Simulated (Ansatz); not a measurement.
## Response to strain in ZrN

Take ZrN in the rock salt structure (space group Fm-3m, No. 225; relaxed with 0.1 eV smearing) as the base.

```xyz
2
Lattice="0.0000 2.2766 2.2766 2.2766 0.0000 2.2766 2.2766 2.2766 0.0000" Properties=species:S:1:pos:R:3 pbc="T T T"
N      0.0000     0.0000     0.0000
Zr     2.2766     2.2766     2.2766
```

Strains are applied to the cell and any free atomic positions relax.

Computed with plane-wave PAW DFT at the PBEsol level (Ansatz, a program for electronic structure, 420 eV), no SOC, earlier PAW set.

Notes on the quantities. energy relative to the base: free energy F.

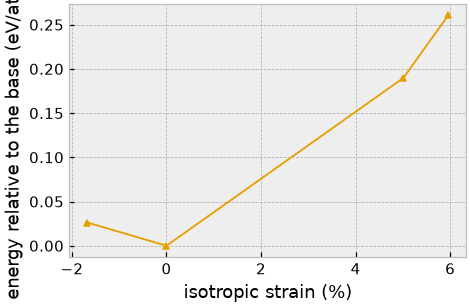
Figure. Energy relative to the base against isotropic strain

**Question.** From the plot, what is the energy relative to the base for isotropic strain +5.96 %?

**Answer.** About 0.26 eV/atom.

**Question.** Is the trend monotonic over the range shown?

**Answer.** No, it turns within the range, spanning 0 meV/atom to +0.261 eV/atom.

Whether these cells are dynamically stable was not tested. All final runs are without spin polarisation. An odd electron count without spin: ZrN.
